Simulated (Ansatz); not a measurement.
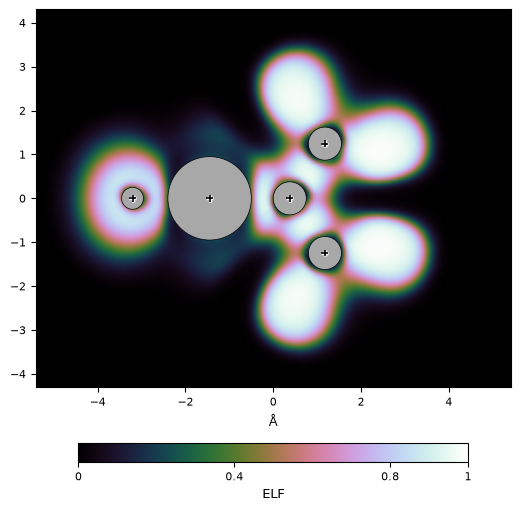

The electron localisation function on a plane through atoms (crosses mark nuclei in the plane; grey discs cover the cores).

Method: Ansatz 0.2.0, isolated molecule in a Gaussian basis; Kohn-Sham density functional theory, functional PBE0.

Candidates:
A. CH$_{6}$BSi (SMILES CB[SiH2]) (doublet)
B. CH$_{3}$CuO (SMILES C[O][Cu])
C. C$_{3}$H$_{6}$CuF (SMILES C[C+](C)[Cu-][F])

Question: Which system is this?

Answer: Candidate C: C$_{3}$H$_{6}$CuF on the plane of atoms C1, C2 and Cu4, which holds C, Cu and F. C–C (1.48 Å): the ELF peaks at about 0.95 between the atoms (a covalent bond). Cu–F (1.76 Å): the ELF peaks at about 0.85 in the valence shell of F, 0.5 Å from its nucleus, and is about 0.15 at the midpoint.
